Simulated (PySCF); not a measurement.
# C5H10OSi: the cost of one run

Programs: PySCF 2.14.0, with routines of our own; each step states its level. All values are computed. Atoms count from 0.

## Step 1: The system as given

17 atoms, charge 0, multiplicity 1; geometry from: GFN2-xTB.

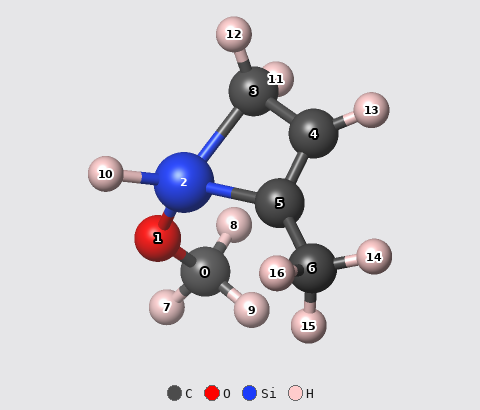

The starting geometry (carbon dark grey, oxygen red, silicon blue, hydrogen pink).

## Step 2: Magnetic properties: GIAO HF/pcSseg-1

Job settings and geometry (Å):

```
{"job": {"kind": "mag", "xc": "HF", "basis": "pcSseg-1", "isotopologues": 2}, "charge": 0, "multiplicity": 1}
C      2.514673    -0.532373    -0.128045
O      1.678217    -0.017792    -1.122620
Si     0.171415     0.578489    -0.986770
C     -0.279590     1.861639     0.386189
C     -1.221636     0.828996     0.954291
C     -1.108665    -0.241696     0.159435
C     -1.817077    -1.550884     0.249520
H      3.436208    -0.866609    -0.606449
H      2.752253     0.230622     0.616427
H      2.044022    -1.378236     0.378065
H     -0.059924     0.866105    -2.389743
H      0.503860     2.157804     1.085561
H     -0.788220     2.772399     0.072507
H     -1.841922     0.967621     1.827380
H     -2.406200    -1.613540     1.163612
H     -1.102128    -2.373348     0.232246
H     -2.482284    -1.677168    -0.604619
```

Method: GIAO HF/pcSseg-1 magnetisability, rotational g tensor and spin-rotation constants, non-relativistic, gas phase.

Run with:

```sh
$ OMP_NUM_THREADS=1 python excited_run.py task.json out
```

One launch serves the whole session: the jobs run in the order shown.

**Question.** How long does this first job take on 1 thread of Arm Neoverse N1, shared host, and how much memory does it need?

About 34 s, with a peak of 0.82 GiB.
